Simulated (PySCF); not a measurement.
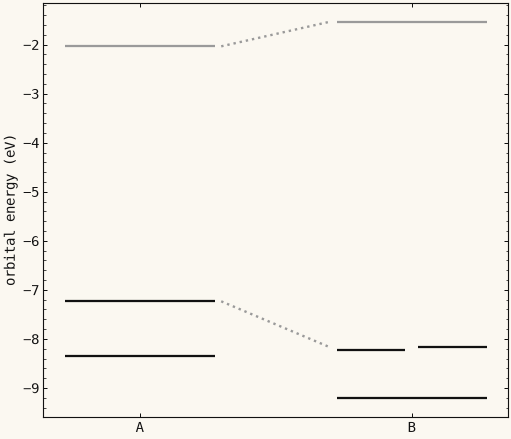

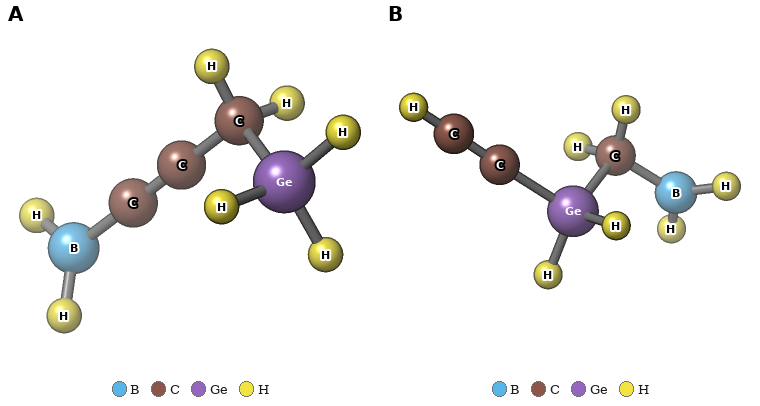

Related molecules: A is C₃H₇BGe, SMILES BC#C[CH2][GeH3], singlet; B is C₃H₇BGe, SMILES B[CH2][GeH2][C]#C, singlet. Frontier orbital energies, PBE0/def2-SVPD with PySCF, at a GFN2-xTB geometry (no frequency check); drawn are at most three filled levels and, in grey, the LUMO with any level within 0.03 eV of it; dotted lines join the HOMOs and the LUMOs.

What does the change do to the frontier levels?

Answer. From A to B the HOMO falls by 0.94 eV and the LUMO rises by 0.50 eV, so the separation goes from 5.20 to 6.64 eV.

Limits of at least one run: one conformer of a flexible molecule; the tight-binding geometry is rougher than a DFT one and adds to the error.
